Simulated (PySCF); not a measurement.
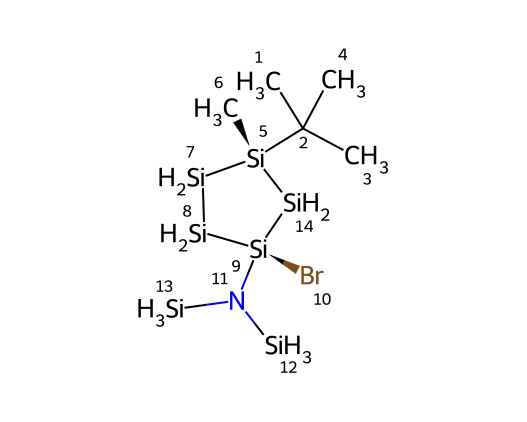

A structural formula, with wedges where it has stereocentres; small numbers name the atoms. The configuration is that of a computed structure (PBE0-D3(BJ)/def2-SVP).

### Assign CIP descriptors.

Si5: S; Si9: S.
